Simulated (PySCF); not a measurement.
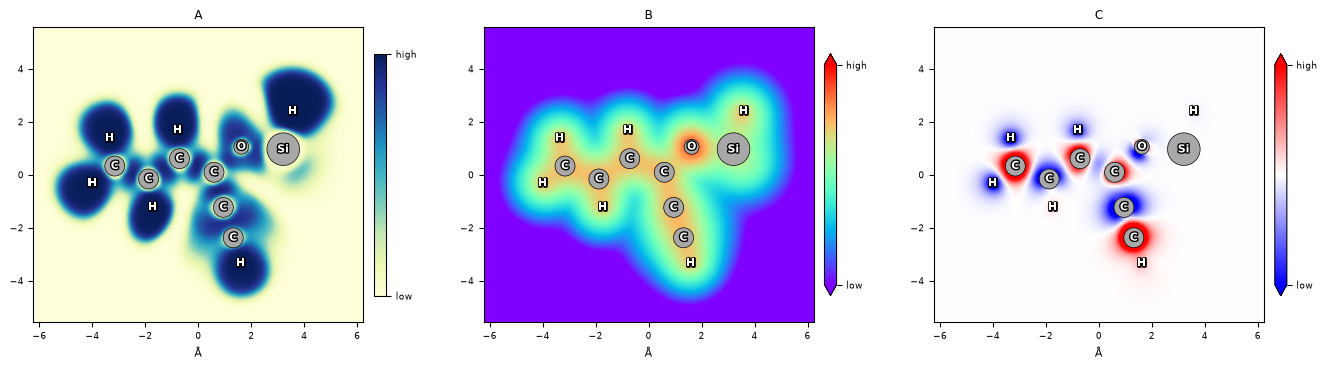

C6H8OSi (SMILES [H]/[C-]=[C]/C(=C\C=C)O[SiH3]) (charge −1, doublet): 3 fields on the plane of atoms C4, C5 and C6, with unlabelled colour scales. Grey discs cover the atomic cores.

Geometry: GFN2-xTB.

Method: PySCF, UKS B3LYP, pcH-1 on C H O Si, non-relativistic, mean-field spin-orbit, GIAO.

Which field does each panel show? The fields are: electron density, electron localisation function and spin density.

Answer. Panel A: electron localisation function. Panel B: electron density. Panel C: spin density (confined to the atoms that carry the unpaired spin). From the grid: C–C (1.23 Å): the density is about 2.6 e/Å³ at the midpoint; the ELF peaks at about 0.85 between the atoms: a multiple bond. C–O (1.41 Å): ρ is about 2 e/Å³ halfway, with its minimum of 1.6 e/Å³ about 0.5 Å from C; the ELF peaks at about 0.90 between the atoms: a polar covalent bond.
